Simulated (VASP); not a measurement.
Here is the system:

```yaml
crystal:
  lattice:
    - [3.46119, 0.00000, 0.00000]
    - [-1.73060, 2.99748, 0.00000]
    - [0.00000, 0.00000, 6.45723]
  atoms:
    - { symbol: Sn, position: [0.00000, 0.00000, 0.00000] }
    - { symbol: Sn, position: [0.00000, 0.00000, 0.50000] }
    - { symbol: O, position: [0.33333, 0.66667, 0.25000] }
    - { symbol: O, position: [0.66667, 0.33333, 0.75000] }
```

All values below come from PBE GGA, VASP's PBE PAW potentials (set 64) (plane waves; VASP). Settings: 520 eV cut-off, 11×11×6 Γ-centred mesh, tetrahedra with Blöchl corrections, potentials Sn_d O.

Unless said otherwise, spin-orbit coupling is left out, though it shifts the bands of the heavy elements here.

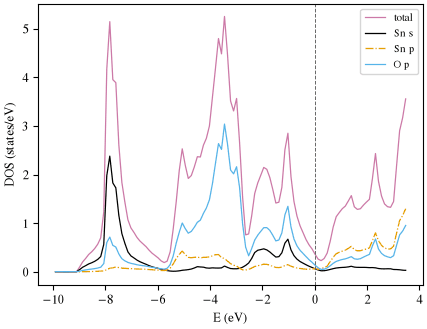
Figure: Total and projected density of states, zero at the Fermi level

Within 2 eV below the Fermi level the largest weight inside VASP's projection spheres is O p, then Sn s.

It has no gap at this level: it comes out as a metal or semimetal.

The structure was generated: SnO was put into the NiAs type type (P6_3/mmc), which need not be its known phase. It was relaxed first, which changed the volume by +60 %.
